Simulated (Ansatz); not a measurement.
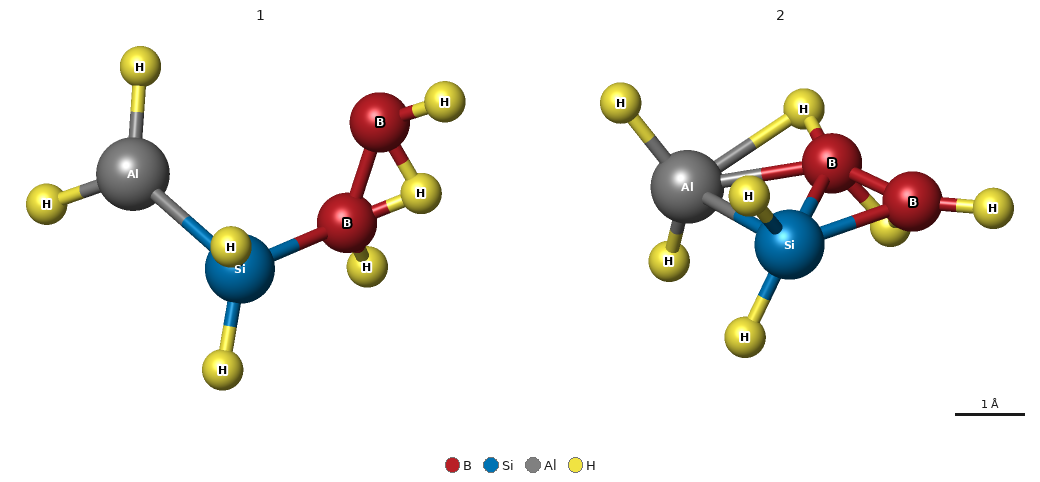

Two geometries of AlB₂SiH₇, drawn at one scale. One is the start of a relaxation, the other its converged end. A ball-and-stick model, seen at a tilt.

Level of theory: RKS revPBE-D4/def2-SVP (Ansatz 0.2.0). Settings: no spin polarisation; force threshold 0.02 eV/Å; at most 50 steps.

**Which geometry has the lower energy?**

Structure 2 is the relaxed one. The run prepares an end point of a later path (hydrogen shift) calculation, from a guessed geometry. The atom that moves furthest after the best rigid fit is an H atom (2.59 Å). By element the largest moves are H 2.59 Å, B 1.23 Å, Si 0.74 Å, Al 0.59 Å. Among the contacts that change: Al–H 3.716 → 2.077 Å, Al–B 3.204 → 2.177 Å, B–Si 2.991 → 2.005 Å, B–H 1.222 → 1.434 Å. Bond angles that change, for instance: B–B–Si 114.4° → 65.5°, Si–B–H 141.5° → 93.1°, B–Si–Al 92.8° → 53.4°. The energy falls by 2.503 eV in 27 geometry steps. The largest force component goes from 2.9 to 0.015 eV/Å.
